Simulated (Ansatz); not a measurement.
**C2H5ClSeSi (SMILES [SiH3]CC(Cl)=[Se]): density, localisation and related maps**

Input

```
crystal:
  periodic: [false, false, false]
  atoms:
    - { symbol: Si, position_ang: [-1.1417, -0.2196, 0.7049] }
    - { symbol: C, position_ang: [0.6545, -0.0894, 0.4457] }
    - { symbol: C, position_ang: [0.9208, 0.2, -1.0018] }
    - { symbol: Cl, position_ang: [-0.45313, 0.28928, -2.1679] }
    - { symbol: Se, position_ang: [2.70564, 0.42715, -2.2162] }
    - { symbol: H, position_ang: [-1.7999, 1.1221, 0.3044] }
    - { symbol: H, position_ang: [-1.7177, -1.2523, -0.1331] }
    - { symbol: H, position_ang: [-1.442, -0.4298, 2.1018] }
    - { symbol: H, position_ang: [1.0766, 0.7451, 1.1172] }
    - { symbol: H, position_ang: [1.1156, -1.0502, 0.7764] }
basis:
  gaussian: { orbitals: def2-SVP }
hamiltonian:
  xc: pbe
  dispersion: d4
relax:
  f_tol: 0.015
  max_steps: 40
output:
  orbitals: {}
```

Launched as:

```sh
ansatz run input.yaml --threads 2 --pin off --max-ram 3072MiB --backend cpu --events-out ev --progress --plain --runs-dir out
```

The fields are those of the relaxed geometry.

Level of theory: RKS PBE-D4/def2-SVP (Ansatz 0.2.0).

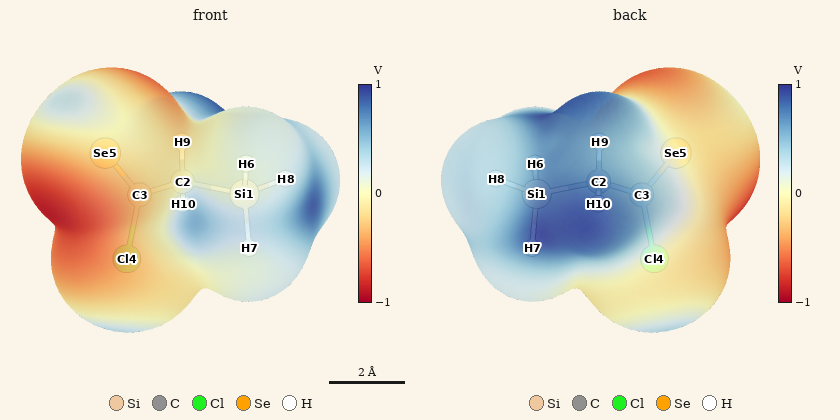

Figure 1. The electrostatic potential painted on the density surface at 0.001 e/bohr³, seen from the front and from behind; the colour scale runs from red (negative) to blue (positive).

Where is the surface potential most negative and most positive?

The most negative region (about −0.9 V) lies over Se5, the most positive (about +0.9 V) over Si1 and H10. Cl4 shows a σ-hole: about +0.3 V at the tip opposite its bond, against about −0.2 V on its flanks.

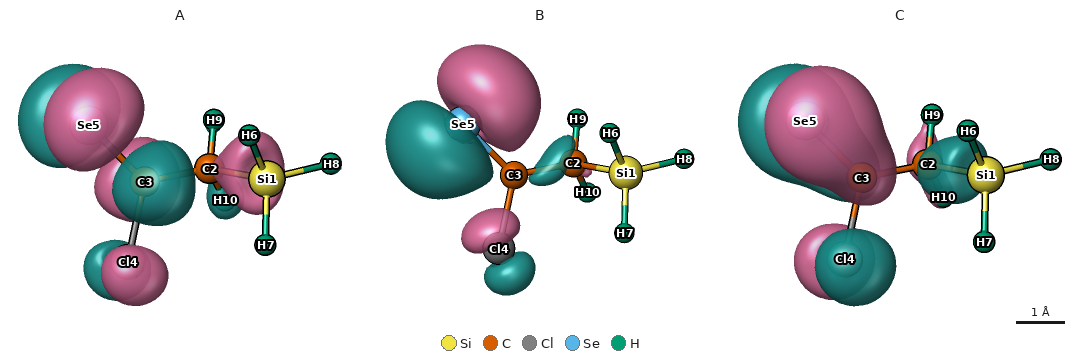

Figure 2. Three frontier orbitals at ±0.1 Å⁻³ᐟ² (teal and pink are the two phases), in no order.

Order the three orbitals by energy and name them.

C is the HOMO−1 (−6.44 eV). By Hirshfeld shares it lies mainly on Se5 (about 55 %), Cl4 (about 15 %) and C3 (about 15 %). B is the HOMO (−5.22 eV). It lies mainly on Se5 (about 85 %) and Cl4 (about 5 %); largely a lone pair of Se5. A is the LUMO (−3.25 eV). By Hirshfeld shares it lies mainly on Se5 (about 40 %), C3 (about 35 %) and Cl4 (about 10 %); π-antibonding (π*) across Se5–C3.

What is the HOMO–LUMO gap?

1.97 eV between the orbital energies.

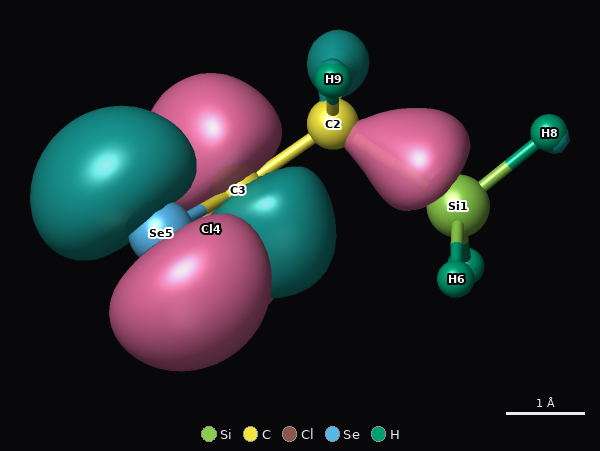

Figure 3. One frontier orbital at ±0.1 Å⁻³ᐟ² (teal and pink are the two phases), seen from one side.

Which orbital is it: HOMO or LUMO?

The LUMO, at −3.25 eV. Its weight (Hirshfeld) is mainly on Se5 (about 40 %), C3 (about 35 %) and Cl4 (about 10 %); π-antibonding (π*) across Se5–C3.
